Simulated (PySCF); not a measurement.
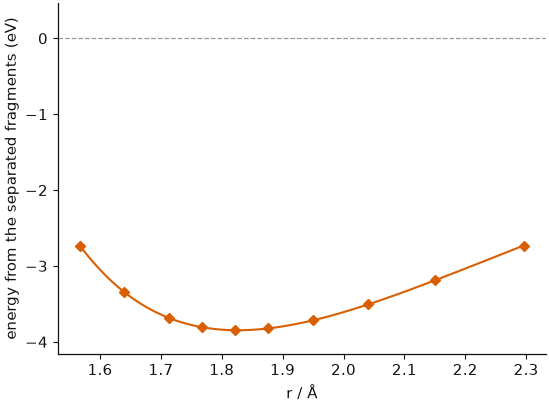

Bond curve of a diatomic species. r2SCAN, Gaussian basis, PySCF 2.14.0, UKS. One reference determinant with the occupation held, the lowest that a PBE0 search over spins and occupations found; no spin-orbit coupling. Zero is the separated fragments in their ground configurations, without counterpoise. 2 further points of the run are not drawn.

Question: Which species is it?
A. GeB⁺, triplet
B. O₂, triplet
C. SbCl, triplet
D. SiC⁺, quartet

Answer: Option D, SiC⁺, quartet (excess alpha electrons: σ +1, πx +1, πy +1). A fit to the curve gives re = 1.826 Å, ωe = 824 cm⁻¹, ωexe = 5.4 cm⁻¹, De = 3.85 eV (r2SCAN/6-311G(d,p)).

Known limits of this run: lowest determinant of a PBE0 search, another state may lie lower.
